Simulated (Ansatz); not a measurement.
# BNH₃ClF₂: nudged elastic band

BNH₃ClF₂, computed with UKS B3LYP-D4/def2-SVP (Ansatz 0.2.0).

The run did not end well. One setting was made poor on purpose. It belongs to a series of runs on one base structure; here: band between the two ends.

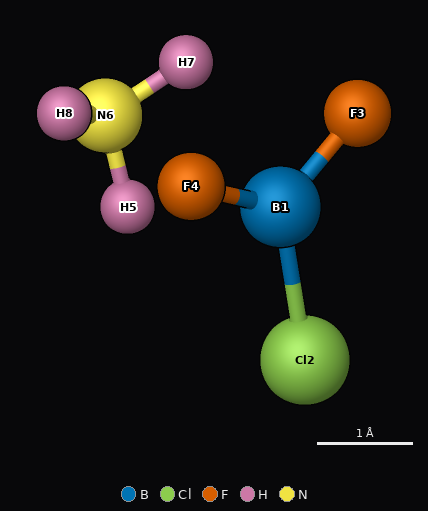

Figure 1. The input geometry (ball-and-stick view, seen at an oblique angle; atoms are numbered from 1 in the order of the input).

**Input**
```yaml
crystal:
  periodic: [false, false, false]
  atoms:
    - { symbol: B, position_ang: [-0.228306, 0.768981, -1.033151] }
    - { symbol: Cl, position_ang: [0.87411, -0.066481, -2.114996] }
    - { symbol: F, position_ang: [-1.500501, 0.432155, -0.991114] }
    - { symbol: F, position_ang: [0.183318, 1.809282, -0.338732] }
    - { symbol: H, position_ang: [0.802128, -1.242103, 0.602332] }
    - { symbol: "N", position_ang: [0.197361, -0.873772, 1.332898] }
    - { symbol: H, position_ang: [-0.771393, -0.924464, 1.025986] }
    - { symbol: H, position_ang: [0.443185, 0.096301, 1.516676] }
magnetization:
  spin_polarized: true
basis:
  gaussian: { orbitals: def2-SVP }
hamiltonian:
  xc: b3lyp
  dispersion: d4
neb:
  order_check: false
  images: 5
  f_tol: 0.03
  max_iterations: 3
  final_atoms:
    - { symbol: B, position_ang: [-0.64608066, 0.81143913, -0.05494757] }
    - { symbol: Cl, position_ang: [1.70082466, -1.24969283, -1.7102923] }
    - { symbol: F, position_ang: [-1.7114249, 0.59211326, -0.81348663] }
    - { symbol: F, position_ang: [-0.02539834, 1.97935727, -0.15063654] }
    - { symbol: H, position_ang: [1.03033189, -0.95107667, -0.63019219] }
    - { symbol: "N", position_ang: [-0.16847342, -0.18780429, 0.82137804] }
    - { symbol: H, position_ang: [-0.71942548, -1.01511082, 1.02151488] }
    - { symbol: H, position_ang: [0.53954825, 0.02067395, 1.5165613] }
  initial_path:
    images:
      - { positions_ang: [[-0.228306, 0.768981, -1.033151], [0.87411, -0.066481, -2.114996], [-1.500501, 0.432155, -0.991114], [0.183318, 1.809282, -0.338732], [0.802128, -1.242103, 0.602332], [0.197361, -0.873772, 1.332898], [-0.771393, -0.924464, 1.025986], [0.443185, 0.096301, 1.516676]] }
      - { positions_ang: [[-0.26219614, 0.73109426, -0.86824849], [0.94291361, -0.22097236, -1.97224816], [-1.51796463, 0.45645167, -0.99301822], [0.16979385, 1.82844015, -0.34083586], [0.82793763, -1.16983948, 0.39705788], [0.14324588, -0.7306611, 1.1690464], [-0.75938128, -0.96171197, 1.05541672], [0.45555308, 0.06709783, 1.55272874]] }
      - { positions_ang: [[-0.29608627, 0.69320751, -0.70334599], [1.01171722, -0.37546372, -1.82950033], [-1.53542827, 0.48074834, -0.99492244], [0.1562697, 1.8475983, -0.34293971], [0.85374726, -1.09757596, 0.19178376], [0.08913077, -0.5875502, 1.00519479], [-0.74736957, -0.99895995, 1.08484744], [0.46792116, 0.03789466, 1.58878147]] }
      - { positions_ang: [[-0.32997641, 0.65532077, -0.53844348], [1.08052084, -0.52995507, -1.68675249], [-1.5528919, 0.50504501, -0.99682667], [0.14274555, 1.86675646, -0.34504357], [0.87955688, -1.02531243, -0.01349035], [0.03501565, -0.44443929, 0.84134319], [-0.73535785, -1.03620792, 1.11427816], [0.48028924, 0.00869149, 1.62483421]] }
      - { positions_ang: [[-0.43534449, 0.70736022, -0.37727818], [1.28728878, -0.76986766, -1.6945991], [-1.60573623, 0.53406776, -0.93571332], [0.08669759, 1.90429006, -0.28024122], [0.92981522, -1.00056718, -0.21905763], [-0.03281404, -0.35889429, 0.83468814], [-0.73004706, -1.02917555, 1.08335707], [0.50004224, 0.01268564, 1.58874324]] }
      - { positions_ang: [[-0.54071258, 0.75939967, -0.21611287], [1.49405672, -1.00978024, -1.7024457], [-1.65858056, 0.56309051, -0.87459997], [0.03064962, 1.94182366, -0.21543888], [0.98007355, -0.97582192, -0.42462491], [-0.10064373, -0.27334929, 0.82803309], [-0.72473627, -1.02214318, 1.05243598], [0.51979525, 0.0166798, 1.55265227]] }
      - { positions_ang: [[-0.64608066, 0.81143913, -0.05494757], [1.70082466, -1.24969283, -1.7102923], [-1.7114249, 0.59211326, -0.81348663], [-0.02539834, 1.97935727, -0.15063654], [1.03033189, -0.95107667, -0.63019219], [-0.16847342, -0.18780429, 0.82137804], [-0.71942548, -1.01511082, 1.02151488], [0.53954825, 0.02067395, 1.5165613]] }
```

Run on 2 threads of Intel Xeon (Sapphire Rapids), 16 GiB of memory available, shared host.

Launch command:
```bash
ansatz run input.yaml --threads 2 --pin off --max-ram 3072MiB --backend cpu --events-out ev --progress --plain --runs-dir out
```

**The program's output**
```
Engine: ansatz 0.2.0, x86_64-unknown-linux-gnu
Functional definition: B3LYP
  parameter a0 = 0.2
  parameter ax = 0.72
  parameter ac = 0.81
  exchange = (1 - a0 - ax)*slater_x + ax*b88_x + a0*exact_x
  correlation = (1 - ac)*vwn_rpa_c + ac*lyp_c
938 factors; integrals over basis functions are off by at most 3.8e-4 eV
mean field evaluation 1: about -20159.9664 eV, gradient 4.3e1 eV
mean field evaluation 2: about -20149.1631 eV, gradient 6.5e1 eV
mean field evaluation 4: about -20166.6720 eV, gradient 2.7e0 eV
mean field evaluation 8: about -20166.7413 eV, gradient 1.2e-1 eV
mean field -20166.74141184 eV, -741.1140773768 hartree, gradient 3.7e-5 eV, S^2 0.000000; 0 other end points of the search recorded, 0 dependent functions left out
the calculation of the forces begins
reference -20166.74162827 eV, -741.1140853304 hartree; 25, 25 occupied and 64, 64 virtual orbitals, 938 factors
940 factors; integrals over basis functions are off by at most 1.1e-3 eV
mean field evaluation 16: about -20161.2075 eV, gradient 4.1e1 eV
mean field -20167.18347176 eV, -741.1303227794 hartree, gradient 3.0e-5 eV, S^2 0.000000; 0 other end points of the search recorded, 0 dependent functions left out
[... from here on the field's lines of each further geometry are left out, up to the last ...]
NEB iter   1: max|band force component| = 8.165e0 eV/Å  barrier→ = 1.1378 eV  barrier← = 1.5627 eV  Δτ_max = 0.2000 Å  (196 SCF iters)
NEB iter   2: max|band force component| = 3.519e0 eV/Å  barrier→ = 0.3522 eV  barrier← = 0.7771 eV  Δτ_max = 0.2000 Å  (165 SCF iters)
the calculation of the forces begins
reference -20166.19823926 eV, -741.0941161527 hartree; 25, 25 occupied and 64, 64 virtual orbitals, 940 factors
these checks for a lower state are left out or cut short: starts, cluster_reference, orbital_swaps, neighbouring_geometries, increment
940 factors; integrals over basis functions are off by at most 1.1e-3 eV
mean field -20167.05286040 eV, -741.1255229005 hartree, gradient 1.4e-5 eV, S^2 0.000000; 0 other end points of the search recorded, 0 dependent functions left out
the calculation of the forces begins
reference -20167.05306930 eV, -741.1255305772 hartree; 25, 25 occupied and 64, 64 virtual orbitals, 940 factors
NEB iter   3: max|band force component| = 4.606e0 eV/Å  barrier→ = 0.5238 eV  barrier← = 0.9487 eV  Δτ_max = 0.1033 Å  (164 SCF iters)
```

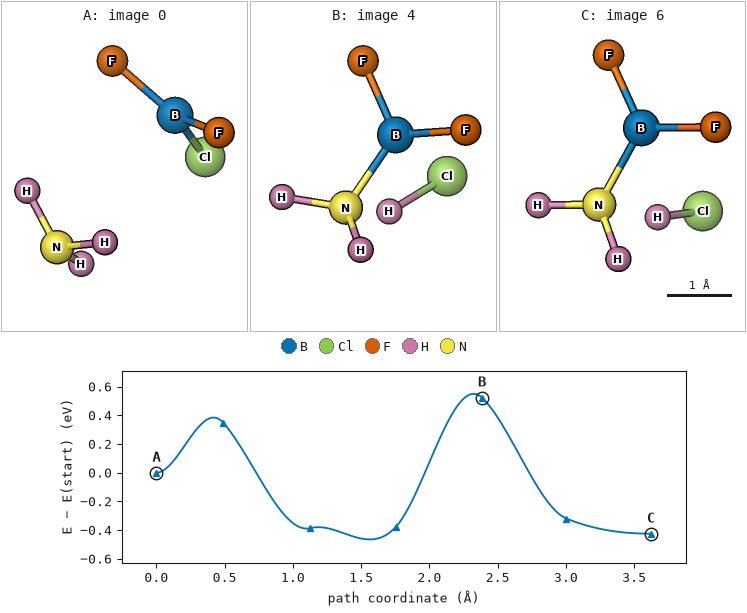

Figure 2. Images of the last band (counted from 0; ball-and-stick, seen at a tilt) above the energy along the path; the line is a cubic interpolation that uses the forces. The highest image is number 4, 0.524 eV above the start and 0.949 eV above the end; the end lies 0.425 eV below the start. The path is 3.62 Å long. The band had not converged after 3 iterations.

```
Unfinished report: {"positions_ang":[[-0.330464551963665,0.5264447370398131,-0.2544384060901986],[1.1729542742951062,-0.6396503736249765,-1.6560848037176128],[-1.448656525097351,0.4089550219897854,-0.929962504036967],[0.173260967909677,1.7367825730606012,-0.29688112382143766],[0.7704100878279558,-0.784970523445452,-0.31200163354205973],[-0.010237484572548947,-0.35754118098910825,0.7783573719419302],[-0.7793223978979229,-0.9632803413145862,1.0832804824276052],[0.45195763949874895,0.07315908728392323,1.5876296168387403]],"unchecked":["starts","cluster_reference","orbital_swaps","neighbouring_geometries","increment"],"mean_field":{"relativity":"none","state":{"energy":{"ev":-20166.19823926119,"hartree":-741.0941161527359},"converged":true,"gradient_ev":5.995711574616182e-6,"stability":{"kind":"minimum","curvature_ev":22.590192256129342},"curvature_floor_ev":0.00030000000000000003,"spin_squared":7.105427357601002e-15},"others":[],"fillings":{"estimated":0,"unestimated":0,"tried":0,"untried":0,"excluded_magnetic_sites":0},"n_dropped_functions":0,"n_trapped_functions":0,"passes":{"evaluations":5,"products":32},"factors":{"origin":"Cholesky decomposition","count":940,"bound_ev":0.000997255543157352},"gradient_stop_ev":0.00009,"reference_kind":"stationary","functional":{"name":"B3LYP","citations":["Stephens, Devlin, Chabalowski & Frisch, J. Phys. Chem. 98, 11623 (1994) doi:10.1021/j100096a001","Becke, Phys. Rev. A 38, 3098 (1988) doi:10.1103/PhysRevA.38.3098","Lee, Yang & Parr, Phys. Rev. B 37, 785 (1988) doi:10.1103/PhysRevB.37.785","Vosko, Wilk & Nusair, Can. J. Phys. 58, 1200 (1980) doi:10.1139/p80-159"],"text":"name \"B3LYP\"\ncite \"Stephens, Devlin, Chabalowski & Frisch, J. Phys. Chem. 98, 11623 (1994) doi:10.1021/j100096a001\"\ncite \"Becke, Phys. Rev. A 38, 3098 (1988) doi:10.1103/PhysRevA.38.3098\"\ncite \"Lee, Yang & Parr, Phys. Rev. B 37, 785 (1988) doi:10.1103/PhysRevB.37.785\"\ncite \"Vosko, Wilk & Nusair, Can. J. Phys. 58, 1200 (1980) doi:10.1139/p80-159\"\nparameter a0 = 0.2\nparameter ax = 0.72\nparameter ac = 0.81\nexchange = (1 - a0 - ax)*slater_x + ax*b88_x + a0*exact_x\ncorrelation = (1 - ac)*vwn_rpa_c + ac*lyp_c\n","parameters":{"a0":{"value":0.2,"default":0.2},"ac":{"value":0.81,"default":0.81},"ax":{"value":0.72,"default":0.72}},"final_grid":{"core_spheres":13.0,"valence_spheres":11.0,"degree":36.0},"final_grid_parameter_source":"default","radial_points_factor":1.0,"radial_grid_error_ev":6.729326096032238e-7,"grid_sensitivity":"normal","grid_sensitivity_ratio":0.0013437628806248659},"unsmoothed_excess_ev":-0.00019735606374119902,"symmetry":{"irreps":["A"],"axes":[[0.9999454150701927,-0.004404838838796261,0.00947440103142472],[0.004495306242353657,0.9999443065960292,-0.009548608693099295],[-0.009431813287352864,0.00959067781706315,0.9999095258057711]],"occupied":[{"A":25},{"A":25}]},"held":{"pivots":938,"left_out":0,"joined":2},"density_repulsion":{"missed_ev":0.00001885651224632579,"excess_ev":3.397586737239956e-8,"most_excess_ev":0.000135,"are_drawn_again":false,"n_first_factors":940,"energy_change_ev":0.0,"n_dropped_ends":0}},"factors":{"origin":"Cholesky decomposition","count":940,"bound_ev":0.000997255543157352},"n_frozen":0,"n_occupied":[25,25],"n_virtual":[64,64],"reference":{"ev":-20166.19823926119,"hartree":-741.0941161527359},"dispersion":{"energy":{"ev":-0.2360082270786661,"hartree":-0.008673142373019043},"switches_in_reach":[]},"total":{"ev":-20166.43424748827,"hartree":-741.1027892951089},"forces_ev_per_angstrom":[[-1.587388035002001,2.675559901672077,-1.5868390300361808],[0.5985595208193644,-0.3517527498663394,-0.8103661454459461],[-1.0860016450919086,-0.7892988089521897,-0.46201312021019525],[1.0090210346416306,0.9196102804579532,0.37286987829039275],[0.7966807101306951,-0.9077031602706959,-0.06589049928824178],[-0.05913546212211874,-1.2958247290589122,2.963930494997199],[0.2947543118731329,0.002125826898440219,-0.13020307523884314],[0.0335095647532005,-0.2527165608687999,-0.28148850307567347]],"charge_distribution":{"dipole_moment_e_ang":[-0.12206897714135861,-0.2899095664478181,0.9120863027769787],"mulliken_charges_e":[0.0100991012329823,-0.2549012186291151,-0.08134059016197526,-0.0813242700532939,0.18168223779543236,-0.08314007526645728,0.15413115224687624,0.15479366283556306],"lowdin_charges_e":[-1.0620133626462884,0.09392127362012204,0.27966470985121816,0.2799180494811999,-0.033035124337390975,0.3319451228754682,0.054177928182574275,0.055421402973076184]},"n_threads":2,"memory_gib":2.556818182580173,"seconds":{"hamiltonian":2.130866929,"orbitals":0.0,"second_order":0.0,"solver_start":0.0,"cycles":0.0,"cycle":0.0,"perturbative":0.0,"full_ci_increment":0.0,"forces":0.0}}
this run last wrote the band of iteration 3 to [file]
Error: NEB band did not converge after 3 iterations: max|band force component| = 4.61e0 eV/Å (threshold 3.0e-2); raise `neb.max_iterations` in a new run, which can start from the last band evaluated (`neb.initial_path`, with `crystal.atoms` and `neb.final_atoms` set to its first and last images), add images, or start from endpoints closer to local minima. Where this run's directory can be resumed (`checkpoint.write`), a resume goes on for up to `neb.max_iterations` more; to start a new run from the last band, take its images' positions from the `neb_iteration` event of iteration 3 (`data.images[].positions_ang`), in the event stream of the run that computed that iteration (not this run's, if it was resumed behind it). With `checkpoint.write`, `steps/00-neb/state/checkpoint.json` in the run directory holds the last saved band, under `neb.evaluated.images[].positions_ang` (a band under a hybrid functional on support functions is neither saved nor resumed: `neb.initial_path` says where its path is): check the last entry of `neb.iterations` there, which is earlier than 3 if that iteration was not saved or its write failed. If the band's step has no `state` directory and holds `state.next`, a write was cut short, and the file is under `state.next` instead (behind a loss of power it can be under `state.prev`)
this run wrote the band of iteration 3 to [file] as well, whether or not its events were kept: a new run's `neb.initial_path` can list its `images[].positions_ang`
a run's events are kept only if it was started with --events-out <file>, and are in that file
```

**The last band as extended XYZ (Å, eV, eV/Å)**
```
8
Properties=species:S:1:pos:R:3:forces:R:3 image=0 energy=-20166.95789
B    -0.2283    0.7690   -1.0332    0.0051  -0.0028   0.0026
Cl    0.8741   -0.0665   -2.1150   -0.0010   0.0014   0.0003
F    -1.5005    0.4322   -0.9911   -0.0024   0.0014  -0.0034
F     0.1833    1.8093   -0.3387   -0.0013   0.0013  -0.0034
H     0.8021   -1.2421    0.6023   -0.0101   0.0108   0.0008
N     0.1974   -0.8738    1.3329   -0.0005  -0.0024   0.0059
H    -0.7714   -0.9245    1.0260    0.0122   0.0016   0.0018
H     0.4432    0.0963    1.5167   -0.0020  -0.0112  -0.0047
8
Properties=species:S:1:pos:R:3:forces:R:3 image=1 energy=-20166.60784
B    -0.1541    0.5642   -0.7943   -0.6414   0.9843  -0.4217
Cl    0.8580   -0.0570   -2.0961    0.7405  -0.8209  -0.1612
F    -1.4624    0.4492   -0.9812   -0.8641  -0.9902   0.3684
F     0.1601    1.7731   -0.3478    0.8224   0.3876   1.0131
H     0.7807   -1.2071    0.5854    3.7236  -3.2894  -2.3649
N     0.1647   -0.6955    1.0448   -4.4364   4.5686   1.4258
H    -0.8337   -0.9696    1.0285    1.1126   0.2405   0.3880
H     0.4865    0.1426    1.5607   -0.4572  -1.0804  -0.2475
8
Properties=species:S:1:pos:R:3:forces:R:3 image=2 energy=-20167.34388
B    -0.2362    0.6316   -0.7202    0.9166  -1.2812   0.3588
Cl    0.9079   -0.2407   -1.8314    0.5664  -0.2187  -0.9705
F    -1.5129    0.4458   -1.0225   -1.0301   0.1071   0.0967
F     0.1822    1.8372   -0.3622   -0.0314   0.9049   0.4701
H     0.7183   -1.1108    0.5258    2.7991  -2.4797  -1.8402
N     0.0754   -0.4394    0.7351   -2.0691   1.6397   1.7341
H    -0.6574   -1.0513    1.0984   -0.8606   0.4170  -0.0445
H     0.5226   -0.0725    1.5770   -0.2909   0.9108   0.1955
8
Properties=species:S:1:pos:R:3:forces:R:3 image=3 energy=-20167.33327
B    -0.2182    0.5220   -0.5319    0.1473   0.0547  -0.5673
Cl    1.0173   -0.4237   -1.7275   -0.0875   0.4175  -0.6221
F    -1.4871    0.3640   -0.9174   -0.7864   0.1026  -0.3628
F     0.2119    1.7553   -0.2515    0.1520   0.8369  -0.0093
H     0.6793   -0.8774    0.1242    1.5535  -1.9085   0.2477
N     0.0454   -0.4033    0.7341   -1.0978   0.4606   1.6844
H    -0.7412   -0.9880    1.0332    0.1092   0.0915  -0.1463
H     0.4925    0.0510    1.5367    0.0099  -0.0554  -0.2242
8
Properties=species:S:1:pos:R:3:forces:R:3 image=4 energy=-20166.43405
B    -0.3305    0.5264   -0.2544   -1.5874   2.6756  -1.5868
Cl    1.1730   -0.6397   -1.6561    0.5986  -0.3518  -0.8104
F    -1.4487    0.4090   -0.9300   -1.0860  -0.7893  -0.4620
F     0.1733    1.7368   -0.2969    1.0090   0.9196   0.3729
H     0.7704   -0.7850   -0.3120    0.7967  -0.9077  -0.0659
N    -0.0102   -0.3575    0.7784   -0.0591  -1.2958   2.9639
H    -0.7793   -0.9633    1.0833    0.2948   0.0021  -0.1302
H     0.4520    0.0732    1.5876    0.0335  -0.2527  -0.2815
8
Properties=species:S:1:pos:R:3:forces:R:3 image=5 energy=-20167.27680
B    -0.5389    0.7100   -0.1141    0.2538  -0.3264   0.1116
Cl    1.4426   -0.9250   -1.7421   -0.0447  -0.1056   0.3428
F    -1.5391    0.4698   -0.9323   -0.4811  -0.2044  -0.0448
F     0.1236    1.8338   -0.2788    0.2322   0.3833   0.2447
H     0.9124   -0.8600   -0.5118    0.3481  -0.1584  -0.5601
N    -0.1237   -0.2593    0.8575   -0.3860   0.5303  -0.1680
H    -0.7647   -1.0046    1.1097    0.0391  -0.0533   0.0401
H     0.4876    0.0353    1.6118    0.0386  -0.0655   0.0337
8
Properties=species:S:1:pos:R:3:forces:R:3 image=6 energy=-20167.38278
B    -0.6461    0.8114   -0.0549    0.0008  -0.0082   0.0152
Cl    1.7008   -1.2497   -1.7103   -0.0050   0.0028   0.0068
F    -1.7114    0.5921   -0.8135    0.0092   0.0033   0.0017
F    -0.0254    1.9794   -0.1506   -0.0045  -0.0080  -0.0036
H     1.0303   -0.9511   -0.6302    0.0057  -0.0043  -0.0054
N    -0.1685   -0.1878    0.8214   -0.0118   0.0197  -0.0118
H    -0.7194   -1.0151    1.0215    0.0057  -0.0004  -0.0003
H     0.5395    0.0207    1.5166   -0.0001  -0.0050  -0.0026
```

**Outcome**

- outcome: not converged
- barrier, forward (band not converged): 0.524 eV
- barrier, backward: 0.949 eV
- wall time: 34 s (CPU time 65 s)
- peak memory: 0.27 GiB

**Diagnosis**

The run did not converge: “NEB band did not converge after 3 iterations: max|band force component| = 4.61e0 eV/Å (threshold 3.0e-2); raise `neb.max_iterations` in a new run, which can start from the last band evaluated (`neb.initial_path`, with `crystal.atoms` and `neb.final_atoms` set to its first and last images), add images, or start from endpoints closer to local minima …” Its last values are not results. A deliberately poor setting: few iterations.
